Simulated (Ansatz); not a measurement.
# Al + NaCl (NaAlCl) radical: an exchange reaction of three atoms

Aim: map the energy of Al + NaCl (the system Al + ClNa), spin multiplicity 2 over two coordinates, and find its wells, ridges and stiffness.

The runs use Ansatz 0.2.0; UKS PBE0-D4/def2-SVPD.

## Step 1: Reference: Al radical by itself

File input.yaml:

```yaml
crystal:
  periodic: [false, false, false]
  atoms:
    - { symbol: Al, position_ang: [0.0, 0.0, 0.0] }
magnetization:
  spin_polarized: true
  initial_magnetization: 1
basis:
  gaussian: { orbitals: def2-SVPD }
hamiltonian:
  xc: pbe0
```

On the command line:

```bash
$ ansatz run input.yaml --threads 1 --pin off --max-ram 2560MiB --backend cpu --events-out ev --progress --plain --runs-dir out
```

The program printed:

```text
Warning: RAYON_NUM_THREADS=1 ignored (pool sized by the plan → 1); use --threads N
Engine: ansatz 0.2.0, aarch64-unknown-linux-gnu
Functional definition: PBE0
  parameter a = 0.25
  parameter kappa = 0.804
  parameter beta = 0.06672455060314922
  exchange = (1 - a)*pbe_x(kappa = kappa, mu = beta*pi^2/3) + a*exact_x
  correlation = pbe_c(beta = beta)
129 factors; integrals over basis functions are off by at most 2.3e-4 eV
mean field evaluation 1: about -6589.6072 eV, gradient 1.5e0 eV
mean field evaluation 2: about -6589.6478 eV, gradient 3.8e-1 eV
mean field evaluation 4: about -6589.6506 eV, gradient 3.4e-2 eV
mean field evaluation 8: about -6589.6507 eV, gradient 4.3e-5 eV
mean field -6589.65065056 eV, -242.1651947823 hartree, gradient 4.3e-5 eV, S^2 0.756178; 0 other end points of the search recorded, 0 dependent functions left out
reference -6589.65066965 eV, -242.1651954839 hartree; 7, 6 occupied and 17, 18 virtual orbitals, 129 factors
Total energy: -6589.65066965 eV, -242.1651954839 hartree
```

Run time: 0.26 s. Hardware: 1 thread of Arm Neoverse V2, shared host; peak memory 0.068 GiB.

## Step 2: The part NaCl alone

File input.yaml:

```yaml
crystal:
  periodic: [false, false, false]
  atoms:
    - { symbol: Na, position_ang: [0.0, 0.0, 0.0] }
    - { symbol: Cl, position_ang: [2.68, 0.0, 0.0] }
basis:
  gaussian: { orbitals: def2-SVPD }
hamiltonian:
  xc: pbe0
  dispersion: d4
output:
  forces: true
relax:
  f_tol: 0.003
  max_steps: 120
```

On the command line:

```bash
$ ansatz run input.yaml --threads 1 --pin off --max-ram 2560MiB --backend cpu --events-out ev --progress --plain --runs-dir out
```

The program printed, shortened:

```text
Warning: RAYON_NUM_THREADS=1 ignored (pool sized by the plan → 1); use --threads N
[...]
Functional definition: PBE0
[...]
428 factors; integrals over basis functions are off by at most 1.4e-4 eV
[...]
mean field -16928.42504099 eV, -622.1081457578 hartree, gradient 5.0e-5 eV, S^2 0.000000; 0 other end points of the search recorded, 0 dependent functions left out
[...]
reference -16928.42507991 eV, -622.1081471879 hartree; 14, 14 occupied and 31, 31 virtual orbitals, 428 factors
relax step   1: F+E_penalty+E_count = -16928.43986317 eV  Δ(F+E_penalty+E_count) = +0.000e0 eV  max|allowed force component| = 1.136e0 eV/Å  Δτ_max = 0.0000 Å  (20 SCF iters, accepted)
[...]
relax step   4: F+E_penalty+E_count = -16928.64517291 eV  Δ(F+E_penalty+E_count) = -1.339e-2 eV  max|allowed force component| = 1.276e-1 eV/Å  Δτ_max = 0.0439 Å  (22 SCF iters, accepted)
[...]
relax step   5: F+E_penalty+E_count = -16928.64634163 eV  Δ(F+E_penalty+E_count) = -1.169e-3 eV  max|allowed force component| = 1.369e-3 eV/Å  Δτ_max = 0.0092 Å  (23 SCF iters, accepted)
428 factors; integrals over basis functions are off by at most 1.6e-4 eV
mean field -16928.63189814 eV, -622.1157476179 hartree, gradient 2.4e-5 eV, S^2 0.000000; 1 other end points of the search recorded, 0 dependent functions left out
[...]
reference -16928.63193977 eV, -622.1157491478 hartree; 14, 14 occupied and 31, 31 virtual orbitals, 428 factors
Total energy: -16928.64638327 eV, -622.1162799364 hartree
Atom 0 at     0.150148     0.000000    -0.000000 Å, force    -0.001369    -0.000000    -0.000000 eV/Å
Atom 1 at     2.529852    -0.000000     0.000000 Å, force     0.001369     0.000000     0.000000 eV/Å
Dipole moment:    -1.886334    -0.000000     0.000000 e Å
```

Run time: 4.5 s. Hardware: 1 thread of Arm Neoverse V2, shared host; peak memory 0.09 GiB.

Step by step:

```
step  energy from step 1 (eV)  largest force component (eV/Å)
   1                   0.0000                          1.1361
   2                  -0.1563                          0.6872
   3                  -0.1919                          0.4019
   4                  -0.2053                          0.1276
   5                  -0.2065                          0.0014
```

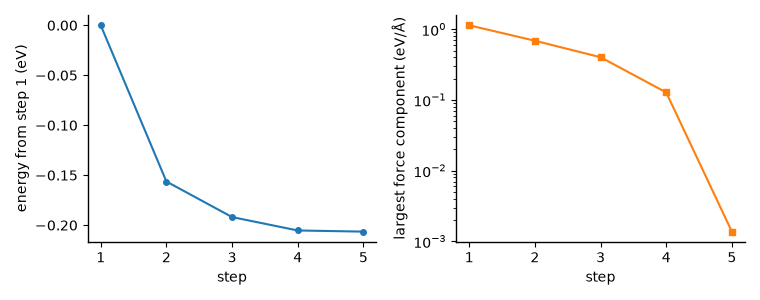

Energy and force, step by step.

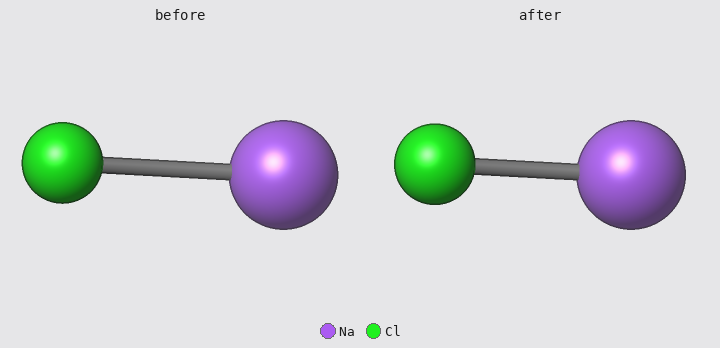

The geometry before (left) and after (right).

The bond:

```
   bond  before (Å)  after (Å)  change (Å)
Na1–Cl2       2.680      2.380      -0.300
```

## Step 3: The grid

The axes are (1) distance Al1–Na2: 9 values from 2.296 to 4.296 Å; (2) distance Na2–Cl3: 9 values from 2.144 to 4.144 Å.

Nothing else is relaxed (the angle Al1–Na2–Cl3 is fixed at 180 degrees). Energies count from Al far from the relaxed NaCl (each part in its own basis).

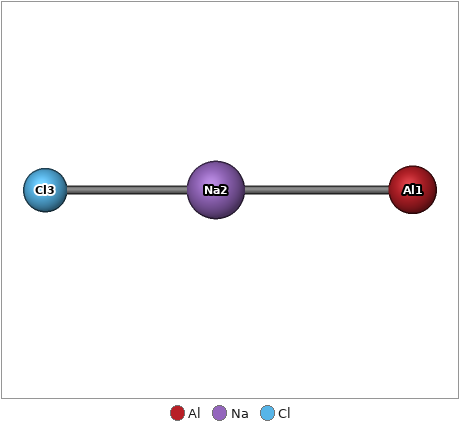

The geometry at distance Al1–Na2 = 2.855 Å, distance Na2–Cl3 = 2.474 Å.

Of the runs on the grid, 3 are shown in the steps below; the others differ only in the two coordinates.

## Step 4: The run at distance Al1–Na2 = 2.855 Å, distance Na2–Cl3 = 2.474 Å

File input.yaml:

```yaml
crystal:
  periodic: [false, false, false]
  atoms:
    - { symbol: Al, position_ang: [-2.855, 0.0, 0.0] }
    - { symbol: Na, position_ang: [0.0, 0.0, 0.0] }
    - { symbol: Cl, position_ang: [2.474, 0.0, 0.0] }
magnetization:
  spin_polarized: true
  initial_magnetization: 1
basis:
  gaussian: { orbitals: def2-SVPD }
hamiltonian:
  xc: pbe0
  dispersion: d4
output:
  forces: true
```

On the command line:

```bash
$ ansatz run input.yaml --threads 1 --pin off --max-ram 2560MiB --backend cpu --events-out ev --progress --plain --runs-dir out
```

The program printed, shortened:

```text
Warning: RAYON_NUM_THREADS=1 ignored (pool sized by the plan → 1); use --threads N
[...]
Functional definition: PBE0
[...]
616 factors; integrals over basis functions are off by at most 7.4e-4 eV
[...]
mean field -23518.49329454 eV, -864.2886871669 hartree, gradient 5.1e-6 eV, S^2 0.756231; 1 other end points of the search recorded, 0 dependent functions left out
[...]
reference -23518.49333777 eV, -864.2886887556 hartree; 21, 20 occupied and 48, 49 virtual orbitals, 616 factors
Total energy: -23518.53424359 eV, -864.2901920167 hartree
Atom 0 at    -2.855000     0.000000     0.000000 Å, force    -0.830833    -0.000000     0.000000 eV/Å
Atom 1 at     0.000000     0.000000     0.000000 Å, force     1.220195     0.000000    -0.000000 eV/Å
Atom 2 at     2.474000     0.000000     0.000000 Å, force    -0.389362    -0.000000     0.000000 eV/Å
Dipole moment:    -2.356988     0.000000    -0.000000 e Å
```

It took 4.4 s on 1 thread of Arm Neoverse V2, shared host; peak memory 0.16 GiB.

On the map this point reads −23 kJ/mol.

## Step 5: The run at distance Al1–Na2 = 3.382 Å, distance Na2–Cl3 = 2.474 Å

input.yaml: that of step 4 with these lines changed.

```diff
@@ -3,3 +3,3 @@
   atoms:
-    - { symbol: Al, position_ang: [-2.855, 0.0, 0.0] }
+    - { symbol: Al, position_ang: [-3.382, 0.0, 0.0] }
     - { symbol: Na, position_ang: [0.0, 0.0, 0.0] }
```

On the command line:

```bash
$ ansatz run input.yaml --threads 1 --pin off --max-ram 2560MiB --backend cpu --events-out ev --progress --plain --runs-dir out
```

The program printed, shortened:

```text
Warning: RAYON_NUM_THREADS=1 ignored (pool sized by the plan → 1); use --threads N
[...]
Functional definition: PBE0
[...]
616 factors; integrals over basis functions are off by at most 7.6e-4 eV
[...]
mean field -23518.67771631 eV, -864.2954645422 hartree, gradient 4.0e-6 eV, S^2 0.756393; 1 other end points of the search recorded, 0 dependent functions left out
[...]
reference -23518.67775840 eV, -864.2954660888 hartree; 21, 20 occupied and 48, 49 virtual orbitals, 616 factors
Total energy: -23518.71641834 eV, -864.2968868155 hartree
Atom 0 at    -3.382000     0.000000     0.000000 Å, force    -0.036044     0.000000    -0.000000 eV/Å
Atom 1 at     0.000000     0.000000     0.000000 Å, force     0.435959    -0.000000     0.000000 eV/Å
Atom 2 at     2.474000     0.000000     0.000000 Å, force    -0.399915     0.000000    -0.000000 eV/Å
Dipole moment:    -2.444245     0.000000     0.000000 e Å
```

It took 4.1 s on 1 thread of Arm Neoverse V2, shared host; peak memory 0.16 GiB.

That is −40 kJ/mol from the zero.

## Step 6: Grid point distance Al1–Na2 = 3.108 Å, distance Na2–Cl3 = 2.144 Å

File input.yaml:

```yaml
crystal:
  periodic: [false, false, false]
  atoms:
    - { symbol: Al, position_ang: [-3.108, 0.0, 0.0] }
    - { symbol: Na, position_ang: [0.0, 0.0, 0.0] }
    - { symbol: Cl, position_ang: [2.144, 0.0, 0.0] }
magnetization:
  spin_polarized: true
  initial_magnetization: 1
basis:
  gaussian: { orbitals: def2-SVPD }
hamiltonian:
  xc: pbe0
  dispersion: d4
output:
  forces: true
```

On the command line:

```bash
$ ansatz run input.yaml --threads 1 --pin off --max-ram 2560MiB --backend cpu --events-out ev --progress --plain --runs-dir out
```

The program printed, shortened:

```text
Warning: RAYON_NUM_THREADS=1 ignored (pool sized by the plan → 1); use --threads N
[...]
Functional definition: PBE0
[...]
616 factors; integrals over basis functions are off by at most 5.6e-4 eV
[...]
mean field -23518.35868272 eV, -864.2837402738 hartree, gradient 9.1e-6 eV, S^2 0.756609; 1 other end points of the search recorded, 0 dependent functions left out
[...]
reference -23518.35872539 eV, -864.2837418421 hartree; 21, 20 occupied and 48, 49 virtual orbitals, 616 factors
Total energy: -23518.40020919 eV, -864.2852663434 hartree
Atom 0 at    -3.108000     0.000000     0.000000 Å, force    -0.325192     0.000000    -0.000000 eV/Å
Atom 1 at     0.000000     0.000000     0.000000 Å, force    -2.341182    -0.000000     0.000000 eV/Å
Atom 2 at     2.144000     0.000000     0.000000 Å, force     2.666374     0.000000    -0.000000 eV/Å
Dipole moment:    -2.091791    -0.000000    -0.000000 e Å
```

It took 3.9 s on 1 thread of Arm Neoverse V2, shared host; peak memory 0.16 GiB.

Energy on the map's scale: −10 kJ/mol.

## Step 7: The map

81 points were computed. Energies in kJ/mol, from Al far from the relaxed NaCl (each part in its own basis):

```
distance Na2–Cl3 (Å) ↓, distance Al1–Na2 (Å) →  2.296  2.430  2.626  2.855  3.108  3.382  3.672  3.977  4.296
                                         4.144    255    213    173    148    135    128    127    133    141
                                         3.825    231    188    147    121    107    100     98    104    112
                                         3.520    201    158    116     90     77     71     67     72     80
                                         3.230    168    125     83     57     43     39     38     40     47
                                         2.956    135     91     50     23     10      6      7     11     17
                                         2.703    106     62     21     −6    −19    −23    −22    −17    −12
                                         2.474     89     45      4    −23    −36    −40    −39    −35    −29
                                         2.278     93     50      8    −19    −32    −37    −36    −32    −26
                                         2.144    115     72     31      4    −10    −14    −13    −10     −5
```

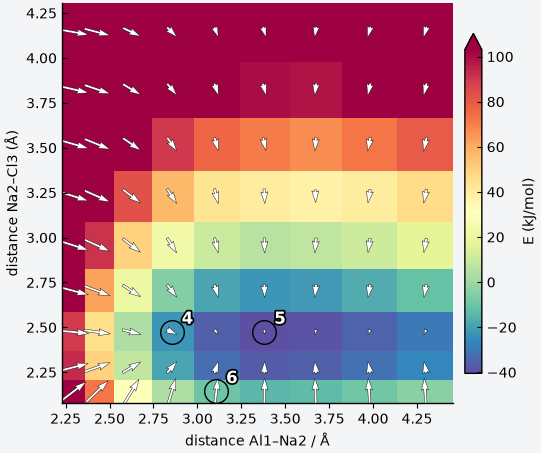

The map; numbers mark the steps of this session that print a point's run. The picture shows one coloured cell a grid point, arrows along the force (downhill), longer where it is stronger, one colour for all values above the top of the scale.

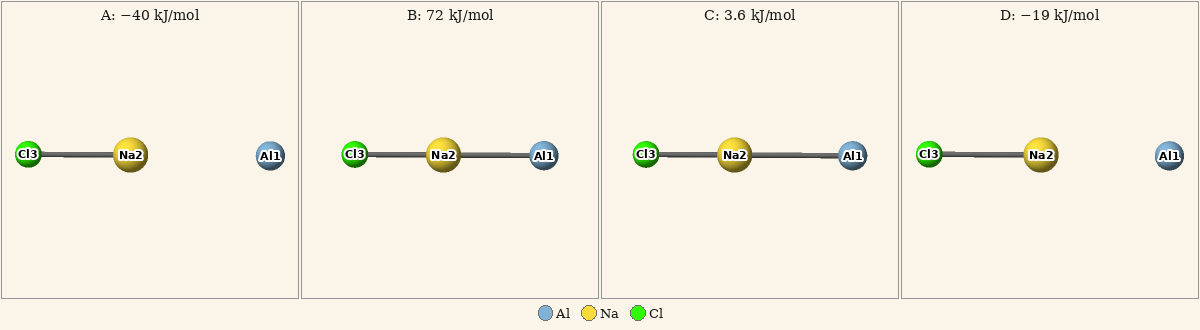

Structures on the grid, at one scale: A at distance Al1–Na2 = 3.382 Å, distance Na2–Cl3 = 2.474 Å; B at distance Al1–Na2 = 2.430 Å, distance Na2–Cl3 = 2.144 Å; C at distance Al1–Na2 = 2.855 Å, distance Na2–Cl3 = 2.144 Å; D at distance Al1–Na2 = 3.108 Å, distance Na2–Cl3 = 2.703 Å.

The ⟨S²⟩ (ħ²) at each point:

```tsv
distance Na2–Cl3 (Å) ↓, distance Al1–Na2 (Å) →	2.296	2.430	2.626	2.855	3.108	3.382	3.672	3.977	4.296
4.144	0.946	0.920	0.881	0.761	0.761	0.760	0.758	0.757	0.756
3.825	0.853	0.816	0.760	0.757	0.757	0.757	0.756	0.756	0.756
3.520	0.761	0.757	0.756	0.756	0.756	0.756	0.756	0.756	0.756
3.230	0.755	0.755	0.756	0.756	0.756	0.756	0.756	0.756	0.756
2.956	0.755	0.755	0.756	0.756	0.756	0.756	0.756	0.756	0.756
2.703	0.755	0.755	0.756	0.756	0.756	0.756	0.756	0.756	0.756
2.474	0.755	0.755	0.756	0.756	0.756	0.756	0.756	0.756	0.756
2.278	0.757	0.755	0.756	0.756	0.757	0.756	0.756	0.756	0.756
2.144	0.758	0.755	0.756	0.756	0.757	0.756	0.756	0.756	0.756
```

## Step 8: Results

| quantity | value |
| --- | --- |
| lowest point | distance Al1–Na2 = 3.382 Å, distance Na2–Cl3 = 2.474 Å, −40 kJ/mol |
| highest computed point | distance Al1–Na2 = 2.296 Å, distance Na2–Cl3 = 4.144 Å, 296 kJ/mol above the lowest |
| ⟨S²⟩ (ħ²) | 0.755 at distance Al1–Na2 = 2.296 Å, distance Na2–Cl3 = 2.703 Å to 0.946 at distance Al1–Na2 = 2.296 Å, distance Na2–Cl3 = 4.144 Å; 0.756 at the lowest point |
| time for the whole task | 25 min on 1 thread, shared host |

The lowest computed point is at distance Al1–Na2 = 3.382 Å, distance Na2–Cl3 = 2.474 Å, −40 kJ/mol from Al far from the relaxed NaCl (each part in its own basis). It is the only kind of minimum in the scanned range. The highest computed point, distance Al1–Na2 = 2.296 Å, distance Na2–Cl3 = 4.144 Å, lies 296 kJ/mol above the lowest. Round the minimum the two coordinates are nearly uncoupled.
